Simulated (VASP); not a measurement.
Band structure of Ge$_{2}$Sb$_{2}$Te$_{5}$ (relaxed from the Ge2Sb2Te5-Petrov structure, space group P-3m1). Level of theory: PBEsol GGA, VASP's PBE PAW potentials (set 64) (plane waves; VASP).

Unless said otherwise, spin-orbit coupling is left out, though it shifts the bands of the heavy elements here.

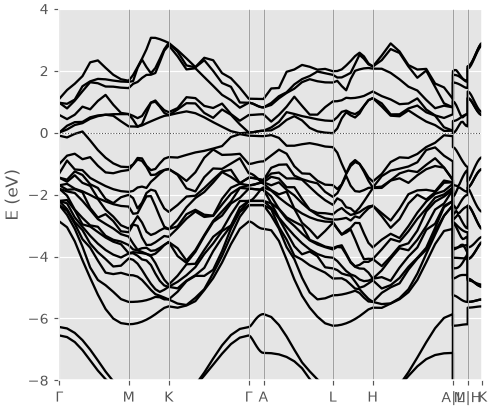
Figure. Bands along high-symmetry lines, zero at the valence-band maximum or, without a gap, the Fermi level

Q: Read the plot: is there a gap, and where are the band edges?

A: It has no gap at this level: it comes out as a metal or semimetal. (Edges off the drawn lines would not show.)

The structure was generated: Ge2Sb2Te5 was put into the Ge2Sb2Te5-Petrov type (P-3m1), which need not be its known phase. It was relaxed first.
